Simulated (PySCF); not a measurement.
SMILES N(=C)[CH2] (C2H4N), doublet, PBE0/def2-SVP optimised geometry. Atoms within 1.6 Å of the plane z = 0.0 Å (x, y, z in Å): C1 (-1.24, 0.58, 0.00), N2 (0.08, 0.58, 0.00), C3 (0.74, -0.56, 0.00), H4 (-1.83, -0.35, 0.00), H5 (-1.77, 1.54, 0.00), H6 (1.83, -0.54, 0.00), H7 (0.23, -1.54, 0.00).

Computed with unrestricted PBE0/def2-TZVP in PySCF. Cells within 0.4 Å of a nucleus heavier than hydrogen are left out (blank, or x).

Map of the electrostatic potential (hartree/e), clipped to [-0.08, 0.12] on the plane z = 0.0 Å:

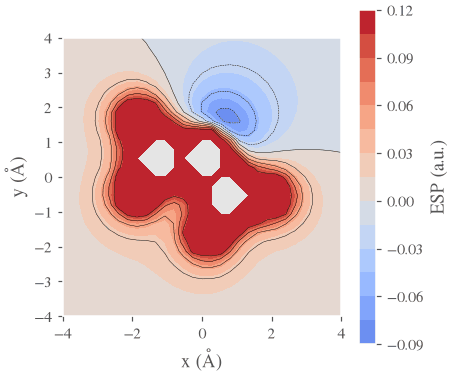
Fig. 1. Electrostatic potential (hartree/e), clipped to [-0.08, 0.12] on the plane z = 0.0 Å.
